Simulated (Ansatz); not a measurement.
**triplet C6H10O: levels of theory compared**

Aim: a comparison of 6 runs (UHF/3-21G, U-revPBE/6-31G*, UBHLYP/6-31G*, UMP2/6-31G*, UCCSD/6-31G*, UCCSD(T)/6-31G*) of triplet C6H10O. 

Program for the calculation: Ansatz 0.2.0.

43 further runs of the same task are left out: 43 set aside as unsound or not needed.

## Step 1: The molecule

C6H10O: 17 atoms, total charge 0, spin state triplet. As SMILES of the parent species, `O=C1CCCCC1`. The shape is that of a PBE0-D4/def2-TZVP optimisation. This is one conformer, not always the lowest. That shape belongs to the parent species and isn't relaxed for this state.

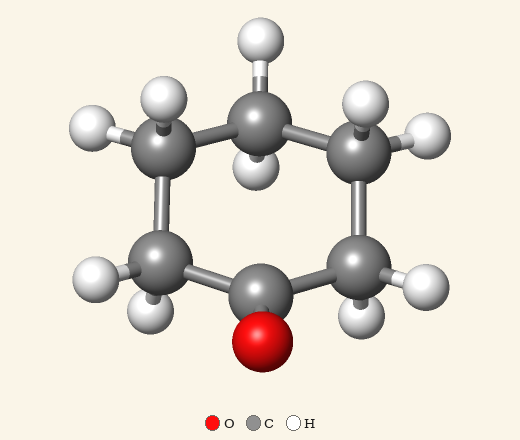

Viewed from a chosen angle; oxygen red, carbon grey, hydrogen white.

## Step 2: A single-point energy at UHF/3-21G (run 1)

input.yaml reads:

```yaml
crystal:
  periodic: [false, false, false]
  atoms:
    - {symbol: O, position_ang: [-0.707050, -1.990720, 1.679970]}
    - {symbol: C, position_ang: [-0.276090, -1.006960, 1.130500]}
    - {symbol: C, position_ang: [1.071500, -0.983390, 0.450670]}
    - {symbol: C, position_ang: [0.978940, -0.413050, -0.965140]}
    - {symbol: C, position_ang: [0.278700, 0.937220, -0.977400]}
    - {symbol: C, position_ang: [-1.107560, 0.839550, -0.358990]}
    - {symbol: C, position_ang: [-1.047750, 0.288870, 1.066330]}
    - {symbol: H, position_ang: [1.486080, -1.992120, 0.464880]}
    - {symbol: H, position_ang: [1.728570, -0.341250, 1.052020]}
    - {symbol: H, position_ang: [1.980680, -0.333630, -1.395730]}
    - {symbol: H, position_ang: [0.422850, -1.114500, -1.597710]}
    - {symbol: H, position_ang: [0.207870, 1.314750, -2.001370]}
    - {symbol: H, position_ang: [0.878510, 1.664790, -0.416230]}
    - {symbol: H, position_ang: [-1.599670, 1.815780, -0.355610]}
    - {symbol: H, position_ang: [-1.731180, 0.178640, -0.971940]}
    - {symbol: H, position_ang: [-2.039630, 0.124490, 1.489130]}
    - {symbol: H, position_ang: [-0.524770, 1.011520, 1.706640]}
basis:
  gaussian: {orbitals: 3-21G.json}
magnetization: {spin_polarized: true, initial_magnetization: 2}
hamiltonian: {xc: hf}
accuracy: high
output: {orbitals: {seedname: orbitals}}
```

The basis set 3-21G is read from a file made from the Basis Set Exchange's data (not shown).

Launch:

```bash
ansatz run input.yaml --threads 1 --pin off --max-ram 3480MiB --events-out events.jsonl --progress --plain --runs-dir runs
```

Log:

```text
Warning: RAYON_NUM_THREADS=1 ignored (pool sized by the plan → 1); use --threads N
Functional definition: HF
  name "HF"
  exchange = exact_x
  correlation = 0
2127 factors; integrals over basis functions are off by at most 7.0e-9 eV
mean field evaluation 1: about -8322.7502 eV, gradient 2.5e1 eV
mean field evaluation 2: about -8323.5447 eV, gradient 2.5e1 eV
mean field evaluation 4: about -8328.2372 eV, gradient 4.7e0 eV
mean field evaluation 8: about -8328.9367 eV, gradient 6.1e-1 eV
mean field evaluation 16: about -8328.9471 eV, gradient 7.5e-6 eV
mean field -8328.94713832 eV, -306.0831617702 hartree, gradient 2.4e-8 eV, S^2 2.011731; 0 other end points of the search recorded, 0 dependent functions left out
reference -8328.94713832 eV, -306.0831617702 hartree; 28, 26 occupied and 55, 57 virtual orbitals, 2127 factors
Total energy: -8328.94713832 eV, -306.0831617702 hartree
```

Wall time 4.2 s (1 thread of Arm Neoverse V1, shared host); peak memory 0.34 GiB.

## Step 3: The energy at U-revPBE/6-31G(d) (spherical functions) (run 2)

molecule.yaml reads:

```yaml
crystal:
  periodic: [false, false, false]
  atoms:
    - {symbol: O, position_ang: [-0.707050, -1.990720, 1.679970]}
    - {symbol: C, position_ang: [-0.276090, -1.006960, 1.130500]}
    - {symbol: C, position_ang: [1.071500, -0.983390, 0.450670]}
    - {symbol: C, position_ang: [0.978940, -0.413050, -0.965140]}
    - {symbol: C, position_ang: [0.278700, 0.937220, -0.977400]}
    - {symbol: C, position_ang: [-1.107560, 0.839550, -0.358990]}
    - {symbol: C, position_ang: [-1.047750, 0.288870, 1.066330]}
    - {symbol: H, position_ang: [1.486080, -1.992120, 0.464880]}
    - {symbol: H, position_ang: [1.728570, -0.341250, 1.052020]}
    - {symbol: H, position_ang: [1.980680, -0.333630, -1.395730]}
    - {symbol: H, position_ang: [0.422850, -1.114500, -1.597710]}
    - {symbol: H, position_ang: [0.207870, 1.314750, -2.001370]}
    - {symbol: H, position_ang: [0.878510, 1.664790, -0.416230]}
    - {symbol: H, position_ang: [-1.599670, 1.815780, -0.355610]}
    - {symbol: H, position_ang: [-1.731180, 0.178640, -0.971940]}
    - {symbol: H, position_ang: [-2.039630, 0.124490, 1.489130]}
    - {symbol: H, position_ang: [-0.524770, 1.011520, 1.706640]}
basis:
  gaussian:
    orbitals: 6-31G_st_-spherical.json
magnetization:
  spin_polarized: true
  initial_magnetization: 2
hamiltonian:
  xc: {name: revPBE}
accuracy: high
output: {orbitals: {seedname: orbitals}}
```

The basis set 6-31G* is read from a file made from the Basis Set Exchange's data (not shown).

Launch:

```bash
ansatz run molecule.yaml --threads 1 --pin off --max-ram 3480MiB --events-out events.jsonl --progress --plain --runs-dir runs
```

Log:

```text
Warning: RAYON_NUM_THREADS=1 ignored (pool sized by the plan → 1); use --threads N
Functional definition: revPBE
  name "revPBE"
  parameter kappa = 1.245
  parameter beta = 0.06672455060314922
  exchange = pbe_x(kappa = kappa, mu = beta*pi^2/3)
  correlation = pbe_c(beta = beta)
3057 factors; integrals over basis functions are off by at most 3.6e-9 eV
mean field evaluation 1: about -8415.3667 eV, gradient 4.6e1 eV
mean field evaluation 2: about -8402.3591 eV, gradient 6.8e1 eV
mean field evaluation 4: about -8425.8358 eV, gradient 7.5e0 eV
mean field evaluation 8: about -8426.0473 eV, gradient 4.4e-1 eV
mean field evaluation 16: about -8426.0481 eV, gradient 2.2e-4 eV
mean field -8426.04811770 eV, -309.6515569450 hartree, gradient 3.6e-8 eV, S^2 2.002907; 0 other end points of the search recorded, 0 dependent functions left out
reference -8426.04812103 eV, -309.6515570673 hartree; 28, 26 occupied and 90, 92 virtual orbitals, 3057 factors
Total energy: -8426.04812103 eV, -309.6515570673 hartree
```

Wall time 29 s (1 thread of Arm Neoverse V1, shared host); peak memory 0.53 GiB.

## Step 4: The energy at UBHLYP/6-31G(d) (spherical functions) (run 3)

input.yaml: that of step 2 with these lines changed.

```diff
@@ -21,5 +21,9 @@
 basis:
-  gaussian: {orbitals: 3-21G.json}
-magnetization: {spin_polarized: true, initial_magnetization: 2}
-hamiltonian: {xc: hf}
+  gaussian:
+    orbitals: 6-31G_st_-spherical.json
+magnetization:
+  spin_polarized: true
+  initial_magnetization: 2
+hamiltonian:
+  xc: {name: BHLYP}
 accuracy: high
```

The basis set 6-31G* is read from a file made from the Basis Set Exchange's data (not shown).

Launch:

```bash
ansatz run input.yaml --threads 1 --pin off --max-ram 3480MiB --events-out events.jsonl --progress --plain --runs-dir runs
```

Log:

```text
Warning: RAYON_NUM_THREADS=1 ignored (pool sized by the plan → 1); use --threads N
Functional definition: BHLYP
  name "BHLYP"
  parameter a = 0.5
  exchange = (1 - a)*b88_x + a*exact_x
  correlation = lyp_c
3057 factors; integrals over basis functions are off by at most 3.6e-9 eV
mean field evaluation 1: about -8418.1849 eV, gradient 3.1e1 eV
mean field evaluation 2: about -8420.3020 eV, gradient 2.8e1 eV
mean field evaluation 4: about -8423.6045 eV, gradient 3.5e0 eV
mean field evaluation 8: about -8423.6815 eV, gradient 1.7e-1 eV
mean field evaluation 16: about -8423.6819 eV, gradient 2.4e-4 eV
mean field -8423.68193626 eV, -309.5646013810 hartree, gradient 4.9e-8 eV, S^2 2.008988; 0 other end points of the search recorded, 0 dependent functions left out
reference -8423.68196246 eV, -309.5646023438 hartree; 28, 26 occupied and 90, 92 virtual orbitals, 3057 factors
Total energy: -8423.68196246 eV, -309.5646023438 hartree
```

Wall time 38 s (1 thread of Arm Neoverse V1, shared host); peak memory 0.76 GiB.

Runs 4 to 5 aren't shown in full; the table further down has their settings and results.

## Step 5: A single-point energy at UCCSD(T)/6-31G(d) (spherical functions) (run 6)

run.yaml reads:

```yaml
crystal:
  periodic: [false, false, false]
  atoms:
    - {symbol: O, position_ang: [-0.707050, -1.990720, 1.679970]}
    - {symbol: C, position_ang: [-0.276090, -1.006960, 1.130500]}
    - {symbol: C, position_ang: [1.071500, -0.983390, 0.450670]}
    - {symbol: C, position_ang: [0.978940, -0.413050, -0.965140]}
    - {symbol: C, position_ang: [0.278700, 0.937220, -0.977400]}
    - {symbol: C, position_ang: [-1.107560, 0.839550, -0.358990]}
    - {symbol: C, position_ang: [-1.047750, 0.288870, 1.066330]}
    - {symbol: H, position_ang: [1.486080, -1.992120, 0.464880]}
    - {symbol: H, position_ang: [1.728570, -0.341250, 1.052020]}
    - {symbol: H, position_ang: [1.980680, -0.333630, -1.395730]}
    - {symbol: H, position_ang: [0.422850, -1.114500, -1.597710]}
    - {symbol: H, position_ang: [0.207870, 1.314750, -2.001370]}
    - {symbol: H, position_ang: [0.878510, 1.664790, -0.416230]}
    - {symbol: H, position_ang: [-1.599670, 1.815780, -0.355610]}
    - {symbol: H, position_ang: [-1.731180, 0.178640, -0.971940]}
    - {symbol: H, position_ang: [-2.039630, 0.124490, 1.489130]}
    - {symbol: H, position_ang: [-0.524770, 1.011520, 1.706640]}
basis:
  gaussian:
    orbitals: 6-31G_st_-spherical.json
accuracy: high
magnetization:
  spin_polarized: true
  initial_magnetization: 2
scf:
  omitted_lower_state_checks: [cluster_reference, increment]
correlation:
  method: ccsd_t
  frozen_orbitals: {C: 1, H: 0, O: 1}
```

The basis set 6-31G* is read from a file made from the Basis Set Exchange's data (not shown).

Launch:

```bash
ansatz run run.yaml --threads 1 --pin off --max-ram 3480MiB --events-out events.jsonl --progress --plain --runs-dir runs
```

Log:

```text
Warning: RAYON_NUM_THREADS=1 ignored (pool sized by the plan → 1); use --threads N
[... 12 lines left out ...]
7 core orbitals not correlated: weight in the atoms' cores, before any rotation towards them, 1.000 or more for the frozen orbitals, at most 0.000 for the correlated occupied ones
[... 28 lines left out ...]
Total energy: -8402.52002061 eV, -308.7869153248 hartree
Checks for a lower state left out: cluster_reference, increment
```

Wall time 11 min (1 thread of Arm Neoverse V1, shared host); peak memory 2.8 GiB.

## Step 6: Overview of the runs

| run | level | frozen core orbitals | energy (Eh) | ⟨S²⟩ | wall time |
| --- | --- | --- | --- | --- | --- |
| 1 | UHF/3-21G | – | -306.083162 | 2.012 | 4.2 s |
| 2 | U-revPBE/6-31G* (spherical functions) | – | -309.651557 | 2.003 | 29 s |
| 3 | UBHLYP/6-31G* (spherical functions) | – | -309.564602 | 2.009 | 38 s |
| 4 | UMP2/6-31G* (spherical functions) | 7 | -308.677274 | 2.017 | 18 s |
| 5 | UCCSD/6-31G* (spherical functions) | 7 | -308.756657 | 2.017 | 6.3 min |
| 6 | UCCSD(T)/6-31G* (spherical functions) | 7 | -308.786915 | 2.017 | 11 min |

## Step 7: Outcome

```
                                          quantity          value
                               run 6: total energy  -308.78692 Eh
run 6: correlation energy (7 core orbitals frozen)     -998.0 mEh
                             run 6: (T) correction     -30.26 mEh
          run 6: ⟨S²⟩ of the reference determinant          2.017
                              run 6: T1 diagnostic          0.021
```

In words: Totals of different functionals can't be ranked against each other. All runs together took 19 min, the longest 11 min.
